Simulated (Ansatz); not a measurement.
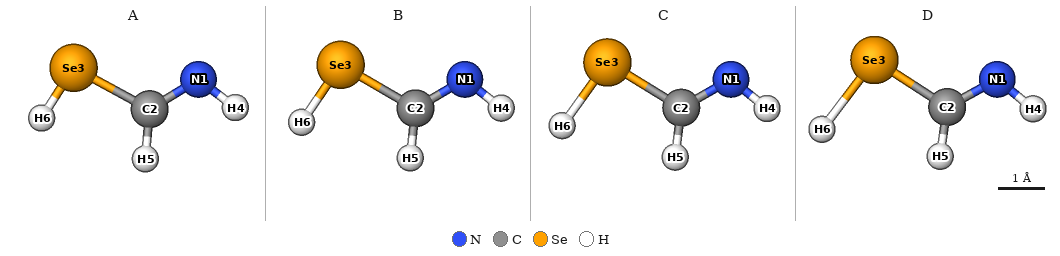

Frames of a one-coordinate scan of CH₃NSe. A ball-and-stick model, seen face on.

Level of theory: CCSD(T) (def2-TZVPP, Ansatz), on geometries relaxed under the constraint at PBE0-D4/def2-TZVP. Coupled cluster with a frozen core. Energies are counted from the PBE0-D4/def2-TZVP minimum geometry at the same level.

Which coordinate changes from frame to frame?

Answer. The Se3–H6 distance is varied, with all other coordinates relaxed. In the frames the distance is 1.306 Å (A), 1.525 Å (B), 1.707 Å (C), 1.909 Å (D). Their energies are 8.1 kcal/mol, 0.9 kcal/mol, 10.3 kcal/mol, 25.8 kcal/mol.
